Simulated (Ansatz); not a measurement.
Base system: SnO2 in the rutile structure (space group P4_2/mnm, No. 136; a = 4.760 Å, c = 3.201 Å).

One thing is altered: cell and atoms relaxed at a pressure of 30 GPa.

Calculations: r2SCAN (Ansatz, a quantum-chemistry and plane-wave program), without spin-orbit coupling.

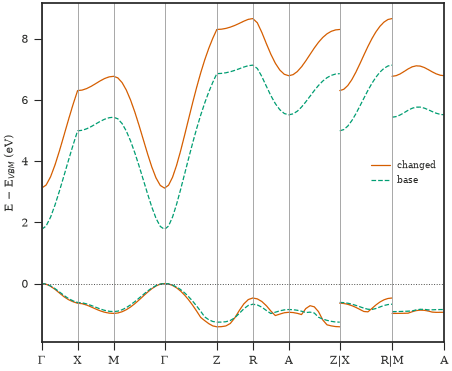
Figure: Highest valence and lowest conduction band along the path, each from its own valence-band maximum

From the figure, how large is the changed gap, and is it direct?

About 3.1 eV, direct at Γ.

Load acts through the strain it causes; cell and atoms are relaxed under it. Whether these cells are dynamically stable was not tested. No other phases were tried under pressure.
